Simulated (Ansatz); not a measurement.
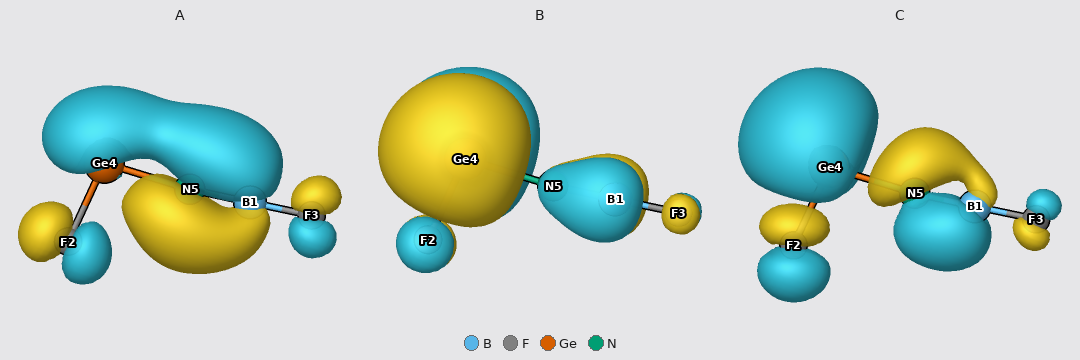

Figure 1: BF2GeN. Three frontier orbitals at ±0.08 Å⁻³ᐟ² (yellow and cyan are the two phases), in no order.

Geometry: B3LYP-D3(BJ)/def2-SVP.

These are results of Ansatz, isolated molecule in a Gaussian basis; Kohn-Sham density functional theory, functional PBE0, not measurements.

```tsv
atom	x (Å)	y (Å)	z (Å)
B	2.8512	0.1069	0.7165
F	-0.2020	-1.1844	2.6095
F	4.0563	0.5453	0.5835
Ge	-0.0567	-0.9308	0.8644
N	1.6680	-0.3224	0.8378
```

### Order the three orbitals by energy and name them.

A is the HOMO−1 (−8.95 eV). By Hirshfeld shares it lies mainly on N5 (about 55 %), Ge4 (about 20 %), B1 (about 15 %) and F2 (about 10 %); it is symmetric in the molecular plane (an in-plane orbital: σ, lone-pair or in-plane π type). C is the HOMO (−7.91 eV). Its weight (Hirshfeld) is mainly on Ge4 (about 60 %), N5 (about 20 %), F2 (about 15 %) and B1 (about 5 %); it is symmetric in the molecular plane (an in-plane orbital: σ, lone-pair or in-plane π type). B is the LUMO (−2.28 eV). By Hirshfeld shares it lies mainly on Ge4 (about 80 %), B1 (about 10 %) and N5 (about 5 %); it changes sign across the molecular plane (π type).

### What is the HOMO–LUMO gap?

5.63 eV between the orbital energies.
